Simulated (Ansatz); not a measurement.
H7N3Si

```xyz
11

Si    0.0465   -0.3766   -0.1016
H     0.3432   -1.7810   -0.5047
N     0.3697    0.5274   -1.5235
H     1.0966    0.2341   -2.1548
N     0.9318   -0.1799    1.3549
N    -1.5487    0.0744    0.3209
H     0.2388    1.5259   -1.5484
H     1.8078   -0.6585    1.4828
H     0.9049    0.6860    1.8689
H    -1.9399   -0.2220    1.1992
H    -2.2506    0.1700   -0.3936
```

The reactant side of a reaction path; geometry: PBE0-D4/def2-TZVP.

The calculation used Ansatz 0.2.0, RKS PBE0-D4/def2-TZVPP.

### What can the converged electron density and electron localisation function tell about the bonding?

Si–N (1.71 Å): ρ at the midpoint is about 1.1 e/Å³; the ELF peaks at about 0.90 between the atoms; a polar covalent bond.
N–H (1.01 Å): ρ at the midpoint is about 2.9 e/Å³; the ELF climbs to about 1 towards the hydrogen, as it does in any bond to H: a covalent bond by its length.

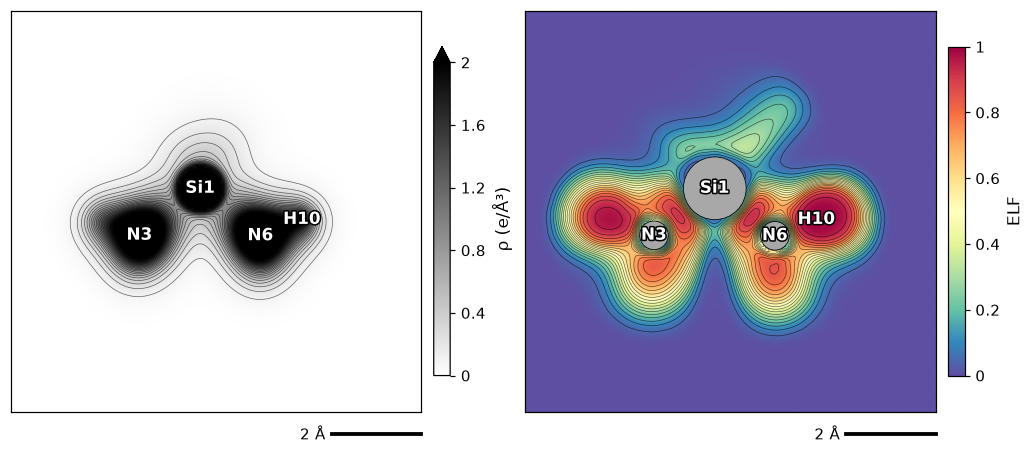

Computed electron density and electron localisation function on the plane of atoms N3, Si1 and N6, in this order. Grey discs cover the atomic cores in the ELF map. 
